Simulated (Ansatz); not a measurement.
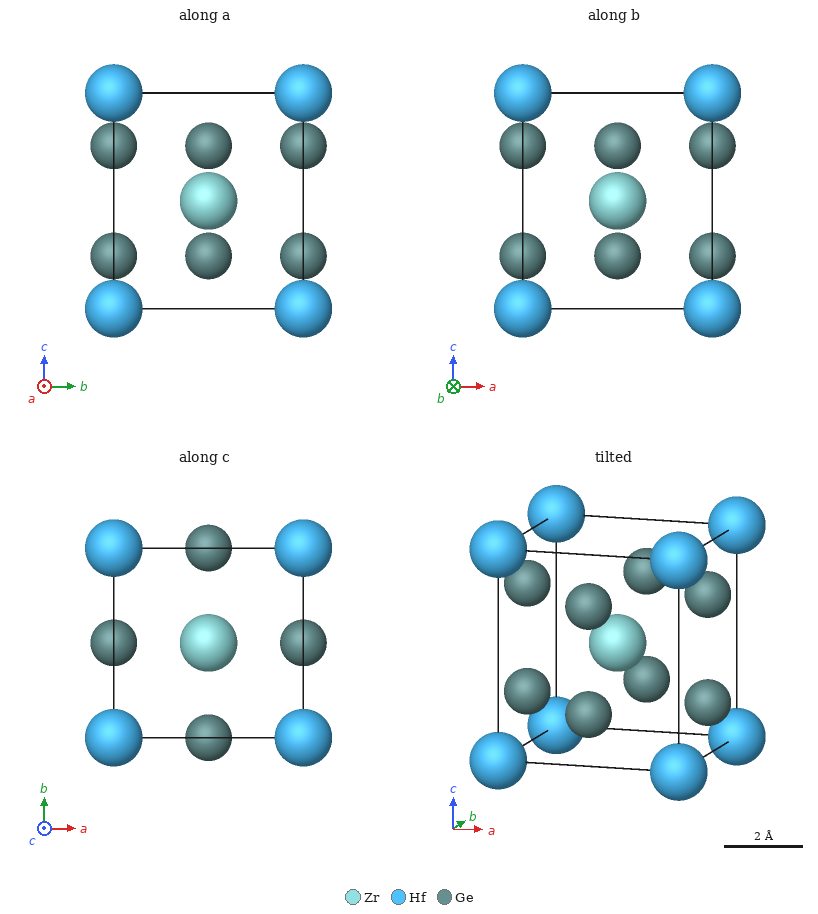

Drawn in the spheres-only manner and seen along the a axis, along the b axis, along the c axis and slightly off an axis. Thin lines show the conventional unit cell, with boundary atoms drawn in all their periodic places.

Lattice parameters: a = 4.897 Å, b = 4.897 Å, c = 5.570 Å, α = 90.00°, β = 90.00°, γ = 90.00°. Put a along x and b in the xy plane.

**Record the structure as a POSCAR file, with free fractional coordinates to two decimals.**

```
Zr Hf Ge
1.0
     4.897    0.000    0.000
     0.000    4.897    0.000
     0.000    0.000    5.570
Zr Hf Ge
1 1 4
Direct
  0.50 0.50 0.50
  0.00 0.00 0.00
  0.50 0.00 0.76
  0.00 0.50 0.24
  0.50 0.00 0.24
  0.00 0.50 0.76
```

Its origin is a structure type filled with these elements by a generator (whether the compound takes this form wasn't checked). A relaxation with DFT PBE, scalar-relativistic, plane waves, PAW (Ansatz 0.2.0) gave the geometry drawn.
